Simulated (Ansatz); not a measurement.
Consider NaWO3 (cubic perovskite) (Pm-3m).

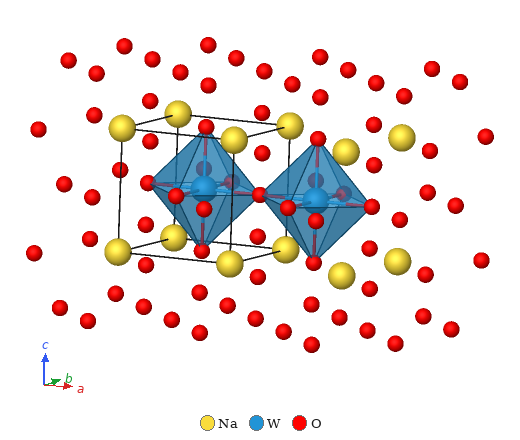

The structure (sodium yellow, tungsten blue, oxygen red). 2×1×1 cells are drawn. Some periodic images of atoms are drawn too.

The structure was built from a prototype and need not be the compound's stable phase.

```
Na W O
1.0
     0.00000   -3.84569    0.00000
     0.00000    0.00000    3.84569
    -3.84569    0.00000    0.00000
Na W O
1 1 3
Direct
  0.00000 0.00000 0.00000
  0.50000 0.50000 0.50000
  0.50000 0.50000 0.00000
  0.50000 0.00000 0.50000
  0.00000 0.50000 0.50000
```

The structure was relaxed with LDA. The structure type comes from a generator and need not be one that this composition takes. The structure was generated from a model, not taken from a measurement. The runs that relaxed it are not among those shown. The program's search for lower electronic states was switched off, so nothing shows that the state found is the lowest. Spin-orbit coupling is left out unless a run names it. PAW set soft_2, made with PBE.

A constrained-RPA run (Ansatz 0.2.0; non-magnetic LDA; W t2g + anion p, bands v10 to c2, 4×4×4 mesh, medium accuracy) builds 12 functions on bands 12 eV wide, with 19.0 electrons in the window. The bare on-site interaction is 14.1 eV and the bare J 0.63 eV.

Estimate U, U′ and J.

On the W t2g shell, U = 6.14 eV (44 % of the bare value), U′ = 5.20 eV, J = 0.48 eV.

The parent state is non-magnetic and the interaction static (zero frequency); U depends on the window and the orbitals, so it belongs to this model alone. Spin-orbit coupling, which is strong for atoms this heavy, is left out. A window that holds the anion p bands defines a model with explicit ligands; its U belongs to that model and is not the U of DFT+U.

[Paths, hosts, dates, memory and timing lines, banners, echoed tables and standing remarks are left out of the program output.]

[Logs are printed without paths, hosts, clocks, repeated set-up lines and the standing remarks that a program may print on its own settings, such as how far it seeks lower states.]

[Runs of the session that timed out or met a known fault of the program may be left out.]

[Hosts, paths, dates, database ids (printed as entryN), source tags and the programs' standing remarks are cut or masked in the printed files.]
